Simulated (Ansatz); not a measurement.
C$_{2}$H$_{7}$AlSSi: several calculations on one system

**1. Relaxation**

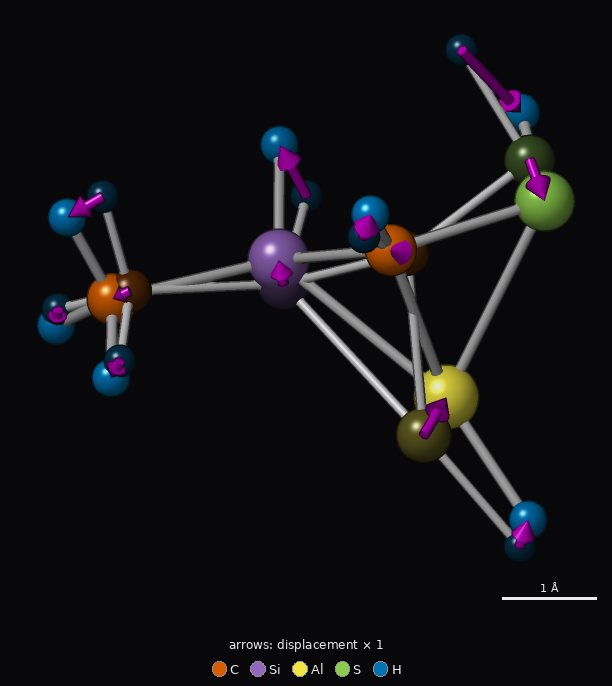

A relaxation of C₂H₇AlSSi. The starting structure is drawn faded, the final one solid; purple arrows show the displacements, at their true length. The two geometries are superimposed by the best rigid fit.

Style: ball-and-stick. Shown face on.

The run prepares an end point of a later path (torsion) calculation, from a guessed geometry.

Method: RKS revPBE/def2-SVP (Ansatz).

Input
```yaml
crystal:
  periodic: [false, false, false]
  atoms:
    - { symbol: C, position_ang: [-1.6676, 0.577, -0.7608] }
    - { symbol: Si, position_ang: [-0.1082, -0.322, -0.7312] }
    - { symbol: Al, position_ang: [0.135, -1.7668, 1.1486] }
    - { symbol: C, position_ang: [0.9018, 0.0632, 0.8378] }
    - { symbol: S, position_ang: [2.6252, 0.0951, 0.5653] }
    - { symbol: H, position_ang: [-2.3059, 0.4076, 0.1371] }
    - { symbol: H, position_ang: [-1.4789, 1.7125, -0.8075] }
    - { symbol: H, position_ang: [-2.2546, 0.341, -1.6784] }
    - { symbol: H, position_ang: [0.7971, -0.1721, -1.8459] }
    - { symbol: H, position_ang: [0.4503, -3.2698, 1.6471] }
    - { symbol: H, position_ang: [0.3954, 0.8757, 1.4754] }
    - { symbol: H, position_ang: [2.5874, 1.4034, 0.0465] }
basis:
  gaussian: { orbitals: def2-SVP }
hamiltonian:
  xc: revpbe
relax:
  f_tol: 0.015
  max_steps: 40
```

Command:
```bash
ansatz run input.yaml --threads 2 --pin off --max-ram 3072MiB --backend cpu --events-out ev --progress --plain --runs-dir out
```

Question: Atoms of which element are displaced furthest, and by how much?

Answer: Hydrogen: up to 1.27 Å, against 0.60 Å for aluminium.

Question: Describe the change and its energy.

Answer: The energy falls by 129.4 kJ/mol in 13 geometry steps. Largest force component: 2.6 eV/Å at the start, 0.012 eV/Å at the end. H12 moves most after the best rigid fit: 1.27 Å. Largest moves by element: H 1.27 Å, Al 0.60 Å, S 0.54 Å, C 0.38 Å, Si 0.30 Å. Near-neighbour distances that change, for instance: Al3–S5 3.164 → 2.416 Å, C1–Si2 1.800 → 1.904 Å, C4–S5 1.745 → 1.836 Å, Si2–H9 1.444 → 1.520 Å. Among the angles between lasting bonds that change: Al3–C4–S5 114.7° → 76.8°, Al3–C4–H11 112.9° → 147.4°, Si2–Al3–H10 145.9° → 163.1°. Groups turn about C4–S5 by about 50°. Cost: 69 s on 2 threads of Arm Neoverse N1 (shared host), peak memory 0.16 GiB.

**2. Relaxation**

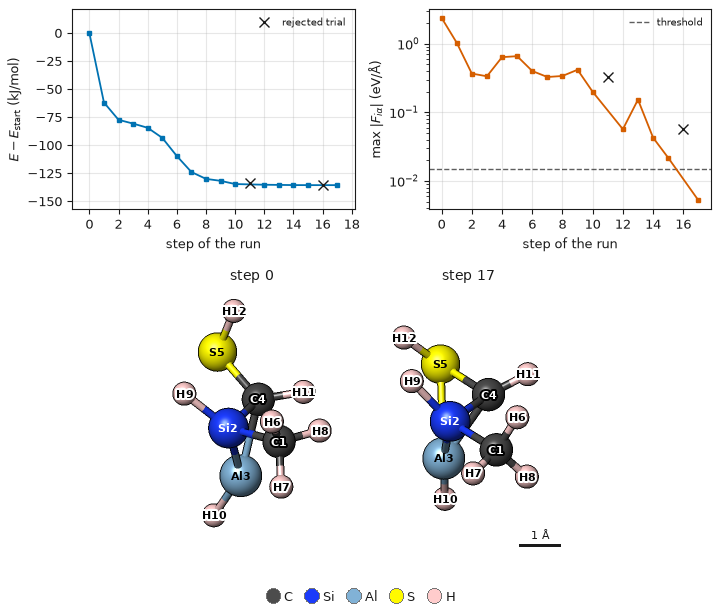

First and last geometry of a relaxation of C$_{2}$H$_{7}$AlSSi, with the history of the run. A ball-and-stick model, seen from a free direction.

The run prepares an end point of a later path (torsion) calculation, from a guessed geometry.

Computed with RKS revPBE/def2-SVP (Ansatz). Settings: no spin polarisation; force threshold 0.015 eV/Å; at most 40 steps.

**Did the run converge, and what did it change?**

It converged. Over 15 accepted moves (17 points after the start) the energy falls by 135.5 kJ/mol. Largest force component: 2.4 eV/Å at the start, 0.0052 eV/Å at the end. The line search rejected the trial steps at points 11, 16 of the run. H12 moves most after the best rigid fit: 1.38 Å. Largest moves by element: H 1.38 Å, Al 0.55 Å, S 0.45 Å, C 0.39 Å, Si 0.22 Å. Among the contacts that change: Al3–S5 3.164 → 2.416 Å, C1–Si2 1.800 → 1.904 Å, C4–S5 1.745 → 1.835 Å, Si2–H9 1.444 → 1.520 Å. Among the angles between lasting bonds that change: Al3–C4–S5 114.7° → 76.8°, Al3–C4–H11 112.9° → 147.4°, Si2–Al3–H10 145.9° → 163.2°. Groups turn about C4–S5 by about 50°, C1–Si2 by about 50°.

**3. Path**

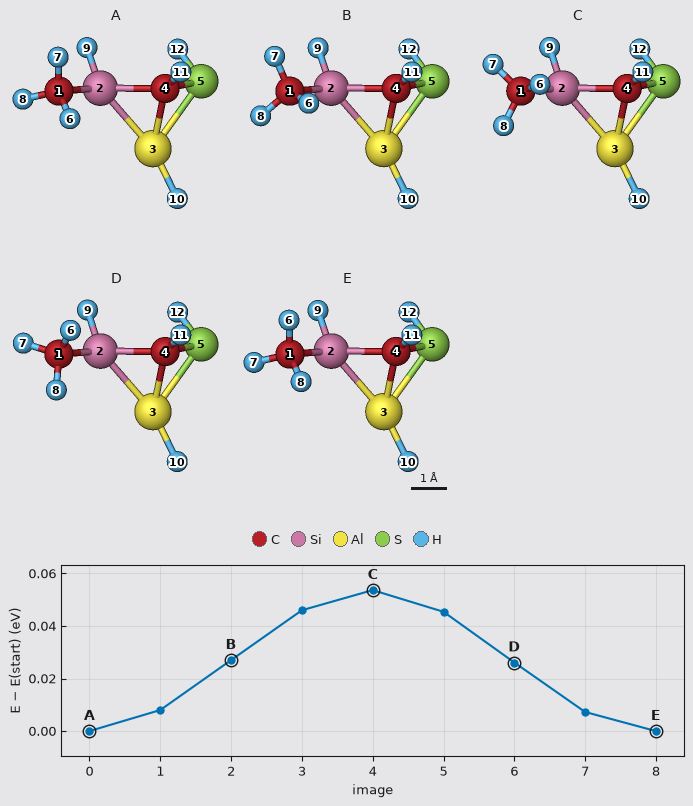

A search for the minimum-energy path of C2H7AlSSi by the nudged elastic band. Images are numbered from 0 (start) to 8 (end). Frames A to E are images 0, 2, 4, 6, 8. The picture is a ball-and-stick view, seen at a tilt.

All numbers below come from RKS revPBE/def2-SVP (Ansatz).

Input
```yaml
crystal:
  periodic: [false, false, false]
  atoms:
    - { symbol: C, position_ang: [-1.855973, 0.56337, -0.844499] }
    - { symbol: Si, position_ang: [-0.048337, -0.018471, -0.70329] }
    - { symbol: Al, position_ang: [0.6241, -1.716775, 0.782441] }
    - { symbol: C, position_ang: [0.703188, 0.308567, 1.041796] }
    - { symbol: S, position_ang: [2.473188, -0.179684, 1.0204] }
    - { symbol: H, position_ang: [-2.45232, 0.224087, 0.026311] }
    - { symbol: H, position_ang: [-1.911241, 1.670692, -0.89949] }
    - { symbol: H, position_ang: [-2.324841, 0.151646, -1.762194] }
    - { symbol: H, position_ang: [0.776252, 0.550047, -1.846223] }
    - { symbol: H, position_ang: [0.634737, -3.002243, 1.728004] }
    - { symbol: H, position_ang: [0.509104, 1.170606, 1.706624] }
    - { symbol: H, position_ang: [2.949145, 0.222958, -0.215879] }
basis:
  gaussian: { orbitals: def2-SVP }
hamiltonian:
  xc: revpbe
neb:
  order_check: false
  images: 7
  f_tol: 0.05
  max_iterations: 60
  initial_path: idpp
  final_atoms:
    - { symbol: C, position_ang: [-1.84359449, 0.59238635, -0.85083844] }
    - { symbol: Si, position_ang: [-0.02150156, 0.06000405, -0.70258336] }
    - { symbol: Al, position_ang: [0.65844412, -1.77258836, 0.60977459] }
    - { symbol: C, position_ang: [0.65316795, 0.21345182, 1.09651663] }
    - { symbol: S, position_ang: [2.43812233, -0.21184206, 1.09539416] }
    - { symbol: H, position_ang: [-1.93842445, 1.69726768, -0.79141766] }
    - { symbol: H, position_ang: [-2.26578963, 0.26473688, -1.82343756] }
    - { symbol: H, position_ang: [-2.45742773, 0.14395835, -0.04329136] }
    - { symbol: H, position_ang: [0.82074147, 0.77922058, -1.74309346] }
    - { symbol: H, position_ang: [0.68217299, -3.15382064, 1.40866461] }
    - { symbol: H, position_ang: [0.40208659, 0.98853515, 1.84410099] }
    - { symbol: H, position_ang: [2.94900441, 0.3434902, -0.06578813] }
```

Command:
```bash
ansatz run input.yaml --threads 2 --pin off --max-ram 3072MiB --backend cpu --events-out ev --progress --plain --runs-dir out
```

> Describe the mechanism and the energy profile.

The barrier is about 0.054 eV in both directions, with image 4 at the top; the ends have the same energy. The motion is a rotation about the C1–Si2 bond by about 120°. No bond forms or breaks between the ends. The band is converged.

Cost: 120 s on 2 threads of Arm Neoverse N1, on a shared host, peak memory 0.16 GiB.
